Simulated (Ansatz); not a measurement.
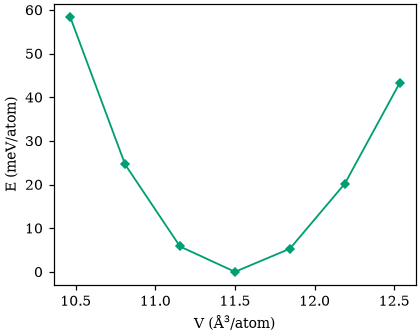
ScAl3C3 in space group P6_3/mmc (No. 194; Pearson symbol hP14) under volume change, plane-wave PAW PBEsol (Ansatz code), shape and atoms relaxed at each volume.

**Question.** What does a third-order Birch–Murnaghan fit give for V₀, B₀ and B′?

**Answer.** V₀ = 11.50 Å³/atom, B₀ = 172 GPa, B′ = 4.0.

The first step of the workflow began from a Materials Project structure, measured or hypothetical; the Crystallography Open Database files this formula in space group No. 194, but the cells were not matched. Its standing as an ambient phase is unchecked. The cell was relaxed with PBEsol under the symmetry of its start; whether a distortion lowers the energy is not shown. The run is not spin-polarised.

Potentials: the later of the program's two PAW sets.
